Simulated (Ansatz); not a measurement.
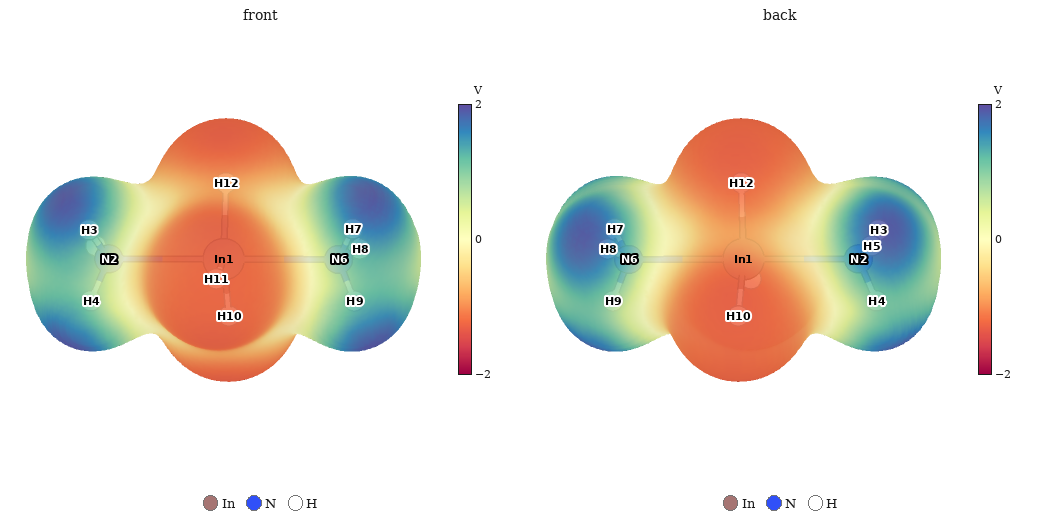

Figure 1: H₉InN₂ (In(NH3)2H3). The electrostatic potential painted on the density surface at 0.002 e/bohr³, seen from the front and from behind; the colour scale runs from red (negative) to blue (positive).

Geometry: r2SCAN-D4/def2-SVP; core potentials replace the inner electrons of In.

All numbers below come from RKS PBE0-D4/def2-TZVP (Ansatz 0.2.0).

```xyz
12

In    0.0006   -0.0001    0.0000
N    -0.0096   -0.0190    2.5449
H    -0.9577    0.0388    2.9178
H     0.5141    0.7679    2.9289
H     0.4097   -0.8713    2.9177
N     0.0095    0.0188   -2.5449
H    -0.9378    0.0256   -2.9238
H     0.4813   -0.8015   -2.9265
H     0.4881    0.8410   -2.9139
H     1.7513   -0.0109    0.0063
H    -0.8653    1.5215    0.0078
H    -0.8843   -1.5107   -0.0143
```

Q: Describe the electrostatic potential map.

A: The most negative region (about −1.3 V) lies over H10, H11 and H12, the most positive (about +1.9 V) over the H atoms.
